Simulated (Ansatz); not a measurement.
The figure comes from a scan of TiSi₂ (C54 type, space group Fddd): one Si atom of a 6-atom cell moves by s towards the nearest neighbour, with its periodic images. All values below come from PBE (plane waves to 420 eV, PAW, scalar-relativistic; Ansatz, a first-principles code). k mesh 10×10×10 (Γ-centred), Fermi-Dirac smearing 0.05 eV. With partly filled bands, energies and forces of such displacements shift with the k mesh and the smearing. F∥ is the force on the atom along that direction. TiSi2 is run without spin polarisation. TiSi2 was relaxed with its symmetry unable to fall. 

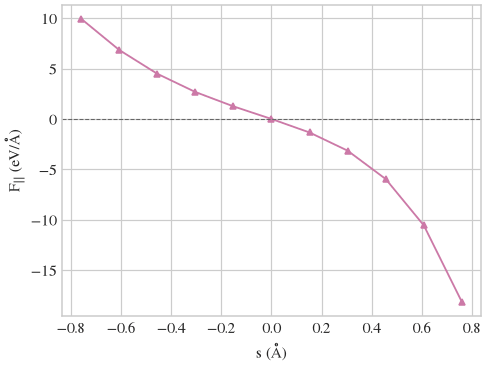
Figure. F∥ (eV/Å) against s (Å); computed points joined by lines.

### Question
List the plotted points as numbers.

### Answer
To the nearest 0.5:

```csv
s (Å),F∥ (eV/Å)
-0.760,10.0
-0.608,7.0
-0.456,4.5
-0.304,2.5
-0.152,1.5
0.000,0.0
0.152,-1.5
0.304,-3.0
0.456,-6.0
0.608,-10.5
0.760,-18.0
```

(A displaced cell: forces are minus the slopes of the energy, force constants its curvatures, and phonons follow from these.)
